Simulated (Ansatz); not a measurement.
The starting structures come from a database of crystals and need not be the phases stable at ambient conditions.

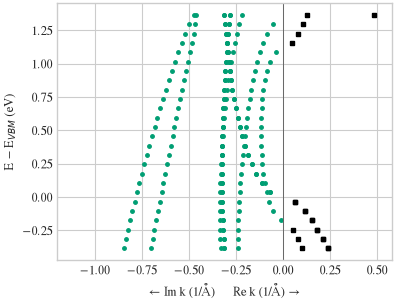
Complex bands at the centre of the two-dimensional zone; r2SCAN run with Ansatz (a program for electronic structure)

The gap is the functional's own. No spin-orbit coupling. Mid-gap values are those at the computed energy nearest the middle.

Question: This is Ga2HgTe4 (I-4, 7 atoms a cell, 32.8 Å³ an atom) along the normal of (001). Read off the slowest decay at the centre of the two-dimensional zone at 0.53 eV, the computed energy nearest the middle of the gap.

Answer: κ ≈ 0.12 1/Å, a decay length 1/(2κ) of the density of 4.3 Å.
